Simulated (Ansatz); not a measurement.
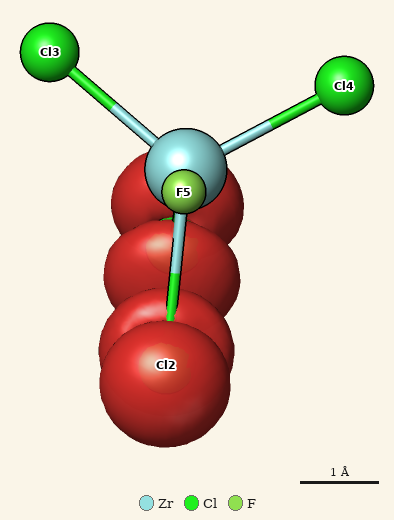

Figure 1: Cl$_{4}$FZr (doublet). Isosurfaces of the spin density at +0.03 (red) and −0.03 e/Å³ (blue), seen at an oblique angle.

Core potentials replace the inner electrons of Zr.

Theory: Ansatz 0.2.0, UKS PBE/def2-SVP.

```
atom    x (Å)    y (Å)    z (Å)
  Zr   0.0514   0.0851   0.6290
  Cl  -0.8876  -1.4616   2.4234
  Cl   2.3093   0.1480   0.0155
  Cl  -1.0089   2.0739   0.0022
   F  -0.6569  -1.1564  -0.6233
  Cl   0.4496   0.7517   3.0955
```

> Describe the spin distribution.

The unpaired spin (1 electron) lies mostly on Cl6 (about 0.5) and Cl2 (about 0.5), in electrons by Hirshfeld's partition. Only one sign reaches the isovalue.
